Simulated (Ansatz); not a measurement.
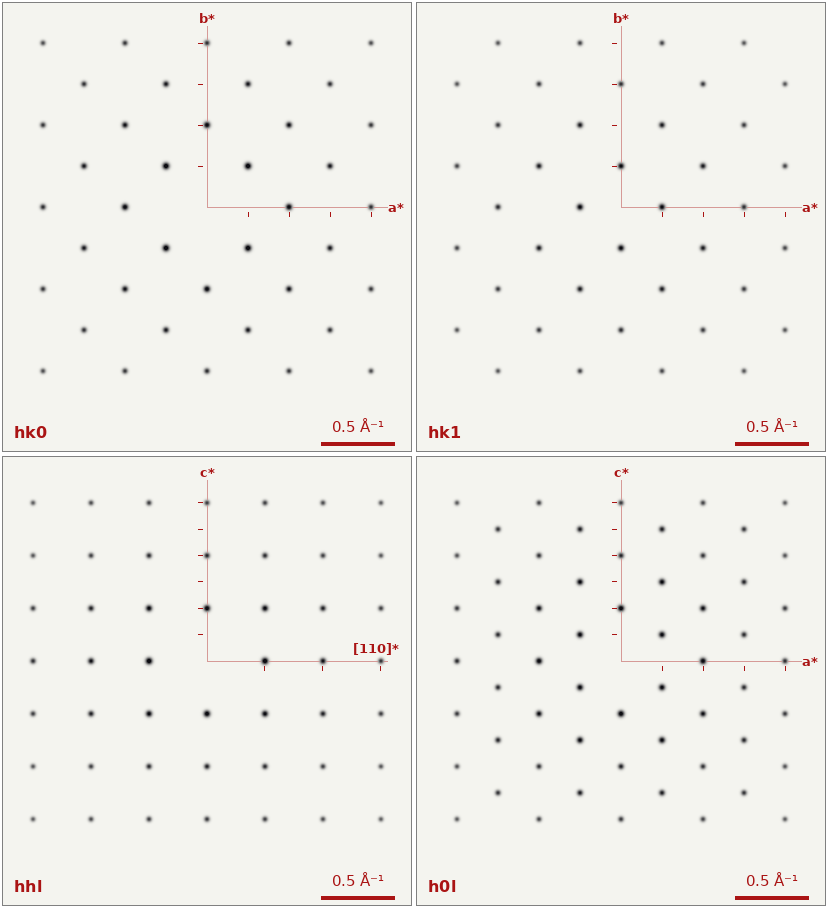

Simulated precession-type sections (X-rays; kinematic intensities, B = 0.5 Å²). The ticks mark integer indices of the conventional cell.

The compound is CdC2. Structure: the geometry relaxed (final pressure about 22 GPa) with Ansatz 0.2.0, DFT PBEsol, scalar-relativistic, plane waves, PAW; the starting structure was generated, so it need not be a known form of this composition.

Q: Read the reciprocal cell and give the direct cell.

A: a* = 0.281, b* = 0.281, c* = 0.181 Å⁻¹; the cell is tetragonal with a = 3.55 Å, c = 5.53 Å.

Q: Which reflection conditions do the layers show?

A: Reflections are present only under these conditions. hkl: h + k + l = 2n; hk0: h + k = 2n; h0l: h + l = 2n; hhl: l = 2n; h00: h = 2n; 00l: l = 2n. The lattice is body-centred (I).

Q: Which space groups fit?

A: The intensities have Laue symmetry 4/mmm (the hk0 layer shows 4mm, hk1 shows 4mm). With these conditions the candidates are I422 (No. 97), I4mm (No. 107), I-4m2 (No. 119), I-42m (No. 121), I4/mmm (No. 139). Diffraction geometry alone does not choose among them; the structure has I4/mmm.
